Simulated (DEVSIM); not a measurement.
Structure: Schottky contact on n-type Si, at 400 K.

```tsv
layer (left to right)	material	thickness (μm)	Nd (cm⁻³)	τn (s)	τp (s)
1	Si	0.660	1e17	2.2e-5	2.2e-5
```

Left contact: Schottky, work function 4.94 eV, emission velocity 2e6 cm/s. Right contact: ohmic. Voltage is applied to the left contact. Recombination: SRH at mid-gap. Mobility is constant in doping.

This is a model device: material constants are rounded textbook-type values typed into the input, and sizes, dopings and lifetimes were drawn at random. Values at 300 K; Nc and Nv go as T^1.5, mobilities as T to minus their exponent, the gap by Varshni's rule with the affinity fixed.

| parameter | Si |
|---|---|
| gap (eV) | 1.124 |
| affinity (eV) | 4.05 |
| permittivity | 11.7 |
| Nc (cm⁻³) | 2.86e19 |
| Nv (cm⁻³) | 3.1e19 |
| μn (cm²/Vs) | 1417 |
| μp (cm²/Vs) | 470 |
| T exponent of μn | 2.3 |
| T exponent of μp | 2.2 |
| Varshni α (eV/K) | 0.000473 |
| Varshni β (K) | 636 |

DEVSIM, 1D drift-diffusion, Boltzmann statistics, complete ionisation; no tunnelling, impact ionisation, image-force lowering or self-heating. Metal contacts follow the ideal Schottky-Mott rule: no Fermi-level pinning, no interface dipoles.

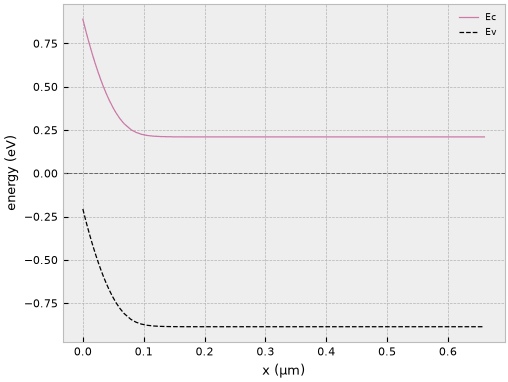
Band edges at zero bias

Energies count from the Fermi level of the right contact; mesh points crowd at the junctions.

```tsv
x (μm)	Ec (eV)	Ev (eV)	n (cm⁻³)	p (cm⁻³)	field (V/cm)
0.000	0.890	-0.206	2.7e8	1.2e17	-140000
0.006608	0.799	-0.297	3.8e9	8.5e15	-130000
0.01490	0.696	-0.401	7.6e10	4.3e14	-120000
0.02530	0.581	-0.515	2.1e12	1.5e13	-100000
0.04339	0.422	-0.675	2.1e14	1.5e11	-74000
0.06104	0.315	-0.782	4.8e15	6.8e9	-47000
0.08739	0.236	-0.861	4.7e16	6.9e8	-16000
0.1274	0.212	-0.885	9.4e16	3.4e8	-1400
0.1664	0.210	-0.886	1.0e17	3.2e8	-100
0.2154	0.210	-0.887	1.0e17	3.2e8	≈ 0
0.2768	0.210	-0.887	1.0e17	3.2e8	≈ 0
0.3681	0.210	-0.887	1.0e17	3.2e8	≈ 0
0.4326	0.210	-0.887	1.0e17	3.2e8	≈ 0
0.4840	0.210	-0.887	1.0e17	3.2e8	≈ 0
0.5367	0.210	-0.887	1.0e17	3.2e8	≈ 0
0.5670	0.210	-0.887	1.0e17	3.2e8	≈ 0
0.5946	0.210	-0.887	1.0e17	3.2e8	≈ 0
0.6132	0.210	-0.887	1.0e17	3.2e8	≈ 0
0.6322	0.210	-0.887	1.0e17	3.2e8	≈ 0
0.6431	0.210	-0.887	1.0e17	3.2e8	≈ 0
0.6518	0.210	-0.887	1.0e17	3.2e8	≈ 0
0.6600	0.210	-0.887	1.0e17	3.2e8	≈ 0
```
